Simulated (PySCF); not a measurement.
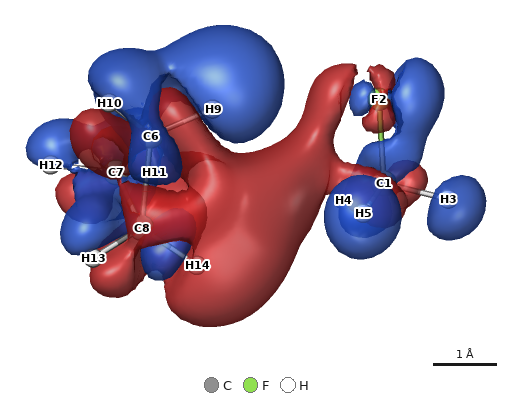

Figure. C₄H₉F, SMILES `CF.C1CC1`. Density of the complex less the densities of the two fragments at the same geometry, ±0.0004 e/Å³ (red: gain, blue: loss). Fragment A: H3CF (atoms 1–5); fragment B: H6C3.

PySCF calculation, r2SCAN/def2-SVPD, gas phase; geometry: GFN2-xTB.

Input

```python
import numpy as np
from pyscf import gto, scf, dft
from pyscf.scf import atom_ks, atom_hf
from scipy.linalg import block_diag
from pyscf.dispersion import dftd3

def solve(mol, dm0=None, hcore=None):
    mf = (dft.UKS if mol.spin else dft.RKS)(mol, xc='r2scan')
    mf.grids.level = 3
    mf = mf.density_fit(auxbasis='def2-universal-jkfit')
    mf.conv_tol, mf.max_cycle = 1e-8, 80
    if hcore is not None:
        mf.get_hcore = lambda *args: hcore
    mf.kernel(dm0)
    if not mf.converged:
        mf = mf.newton().run(mf.mo_coeff, mf.mo_occ, max_cycle=30)
    assert mf.converged, 'SCF not converged'
    return mf

mol = gto.M(atom='''
C      2.21992    -0.65562    -0.08170
F      2.34470     0.69961     0.01582
H      3.21090    -1.07509    -0.25768
H      1.55302    -0.87371    -0.91658
H      1.80331    -1.02411     0.85650
C     -1.37895     0.70289     0.45167
C     -1.99507     0.12028    -0.78132
C     -1.74824    -0.74703     0.41347
H     -0.33516     0.97357     0.42566
H     -1.97886     1.36483     1.05737
H     -1.37049    -0.01463    -1.65148
H     -3.01373     0.38471    -1.02073
H     -2.59912    -1.07404     0.99173
H     -0.95814    -1.48114     0.36006
''', basis='def2-svpd', charge=0, spin=0, verbose=4)
mol_a = gto.M(atom='''
C      2.21992    -0.65562    -0.08170
F      2.34470     0.69961     0.01582
H      3.21090    -1.07509    -0.25768
H      1.55302    -0.87371    -0.91658
H      1.80331    -1.02411     0.85650
ghost-C     -1.37895     0.70289     0.45167
ghost-C     -1.99507     0.12028    -0.78132
ghost-C     -1.74824    -0.74703     0.41347
ghost-H     -0.33516     0.97357     0.42566
ghost-H     -1.97886     1.36483     1.05737
ghost-H     -1.37049    -0.01463    -1.65148
ghost-H     -3.01373     0.38471    -1.02073
ghost-H     -2.59912    -1.07404     0.99173
ghost-H     -0.95814    -1.48114     0.36006
''', basis='def2-svpd', charge=0, spin=0, verbose=4)
mol_b = gto.M(atom='''
ghost-C      2.21992    -0.65562    -0.08170
ghost-F      2.34470     0.69961     0.01582
ghost-H      3.21090    -1.07509    -0.25768
ghost-H      1.55302    -0.87371    -0.91658
ghost-H      1.80331    -1.02411     0.85650
C     -1.37895     0.70289     0.45167
C     -1.99507     0.12028    -0.78132
C     -1.74824    -0.74703     0.41347
H     -0.33516     0.97357     0.42566
H     -1.97886     1.36483     1.05737
H     -1.37049    -0.01463    -1.65148
H     -3.01373     0.38471    -1.02073
H     -2.59912    -1.07404     0.99173
H     -0.95814    -1.48114     0.36006
''', basis='def2-svpd', charge=0, spin=0, verbose=4)
ab, a, b = solve(mol), solve(mol_a), solve(mol_b)
e_int = ab.e_tot - a.e_tot - b.e_tot
print('counterpoise-corrected interaction energy / kcal/mol', e_int * 627.5095)
def disp(atoms, charge):
    m = gto.M(atom=atoms, charge=charge, basis='sto-3g', spin=None, unit='Bohr', verbose=0)
    return dftd3.DFTD3Dispersion(m, xc='r2scan', version='d3bj').get_dispersion()['energy']
e_disp = disp(mol._atom, mol.charge) - disp(mol._atom[:5], mol_a.charge) - disp(mol._atom[5:], mol_b.charge)
print('D3(BJ) part / kcal/mol', e_disp * 627.5095)
# spherically averaged free atoms, for the promolecule
atm = atom_ks.get_atm_nrks(mol, xc='r2scan')
pro = block_diag(*[(atm[a[0]][2] * atm[a[0]][3]) @ atm[a[0]][2].T for a in mol._atom])
np.savez('result.npz', e_int=e_int, e_disp=e_disp, dm_a=a.make_rdm1(), dm_b=b.make_rdm1(), c=ab.mo_coeff, occ=ab.mo_occ, eps=ab.mo_energy, pro=pro, d=[f.dip_moment(verbose=0) for f in (ab, a, b)])
```

Launched as:

```sh
OMP_NUM_THREADS=1 python input.py
```

The run took 2.7 min on 1 thread of Arm Neoverse V1, with other jobs on the host, peak memory 0.71 GiB.

Partitions, critical points and surface values were worked out afterwards from this run's density.

> How is the density rearranged on binding?

Hirshfeld charges show almost no net transfer (under 0.005 e). 0.02 e is displaced in all, which induces a dipole of 0.14 D.

> What is the interaction energy, and which contacts carry it?

The counterpoise-corrected interaction energy of the frozen fragments is −0.6 kcal/mol without dispersion correction and −1.1 kcal/mol with D3(BJ). The pair geometry is semi-empirical, not a minimum at this level. Contacts: F2···H9, weak C–H hydrogen bond, 2.73 Å, ρ = 0.005 a.u.; C1···H14, 3.31 Å, ρ = 0.002 a.u., a bond path close to vanishing (ellipticity 1.6). The pose is a local one from a semi-empirical search, not shown to be the most stable.
